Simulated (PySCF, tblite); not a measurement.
# C₂H₈O₃SSi: geometry, infrared bands and NMR shifts

Wanted: the infrared bands and NMR shifts of C₂H₈O₃SSi (`CCO[Si](O)(O)S`), by calculation.

Programs: tblite 0.8.0 and PySCF 2.14.0, with density-fitted response routines of our own. Each step states its level of theory. These are calculated values for one molecule in the gas phase, unless marked as measured. Atoms are numbered from 0 throughout.

## (1) The molecule as given

15 atoms, charge 0, multiplicity 1; geometry from: force field or distance geometry start.

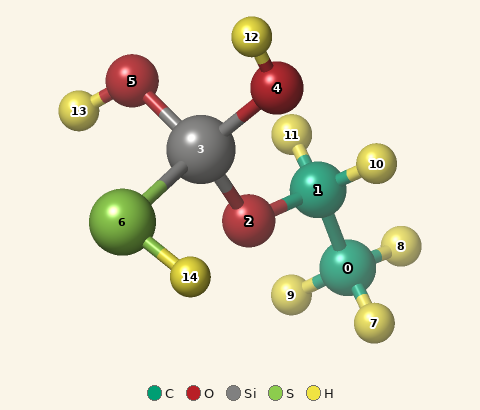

As it starts; carbon teal, oxygen red, silicon grey, sulfur green, hydrogen yellow, atoms numbered; sticks join atoms by distance.

## (2) Relaxing the molecule with GFN2-xTB

Job settings and geometry (Å):

```
{"job": {"kind": "relax", "xc": "GFN2-xTB", "basis": "xTB"}, "charge": 0, "multiplicity": 1}
C     -1.628700    -1.652400    -0.909800
C     -0.867300    -0.867700     0.131000
O      0.029600     0.015800    -0.525400
Si     1.028500     0.969500     0.361900
O      0.224500     1.737000     1.581600
O      2.238600     0.059400     1.010700
S      1.913200     2.418500    -0.887400
H     -2.196300    -0.963700    -1.549500
H     -2.328200    -2.353900    -0.438600
H     -0.958400    -2.210300    -1.552000
H     -1.571500    -0.317000     0.767400
H     -0.304000    -1.579400     0.769000
H      0.800400     2.159400     2.237200
H      2.861800    -0.299400     0.352000
H      0.753500     2.892300    -1.369900
```

On the command line:

```sh
$ OMP_NUM_THREADS=1 python probes_run.py task.json out
```

One launch serves the whole session: the jobs run in the order shown.

**Question.** This job is followed by: GFN2-xTB harmonic vibrations, gas phase; GIAO PBE0/pcSseg-1 NMR shielding, non-relativistic, gas phase. Predict these results of the whole session: strongest single infrared mode (GFN2-xTB); zero-point energy (GFN2-xTB); 13C shifts against TMS (PBE0/pcSseg-1); 1H shifts against TMS (PBE0/pcSseg-1, means over atoms taken as alike); 17O shifts against H2O (PBE0/pcSseg-1, means over atoms taken as alike); 29Si shifts against TMS (PBE0/pcSseg-1); 33S shifts against CS2 (PBE0/pcSseg-1); surface potential, least and greatest.

**Answer**, as computed:

| quantity | value |
| --- | --- |
| strongest single infrared mode (GFN2-xTB) | 942 cm⁻¹, 251 km/mol |
| zero-point energy (GFN2-xTB) | 66.8 kcal/mol |
| 13C shifts against TMS (PBE0/pcSseg-1) | 61.9, 20.0 ppm |
| 1H shifts against TMS (PBE0/pcSseg-1, means over atoms taken as alike) | 4.14, 2.23, 1.28, 0.62 ppm |
| 17O shifts against H2O (PBE0/pcSseg-1, means over atoms taken as alike) | 74.7, 62.1 ppm |
| 29Si shifts against TMS (PBE0/pcSseg-1) | -50.9 ppm |
| 33S shifts against CS2 (PBE0/pcSseg-1) | -219 ppm |
| surface potential, least and greatest | -1.18 V and 2.38 V |

What this shows: The optimisation took 76 steps and gained 0.163 eV; among the close pairs (by a distance rule), Si3–S6 changed most, from 2.108 to 2.141 Å. All 39 modes are real, so the xTB geometry is a minimum. The strongest single mode, at 942 cm⁻¹, moves mainly Si3 and O4. GFN2-xTB is a fitted tight-binding method: band positions and strengths are rough. Its intensities can rank the bands wrongly. C1 (sp3 CH2 bonded to O) lies farthest downfield among carbon, at 61.9 ppm; pulled downfield by the heteroatom. The most deshielded hydrogen is H10, H11 (mean) (hydrogen on an sp3 CH2 bonded to O), at 4.14 ppm: its carbon carries O, hence the downfield position. At PBE0/pcSseg-1: The widest tensor belongs to S6: span 227 ppm, with a paramagnetic part of -336 ppm.
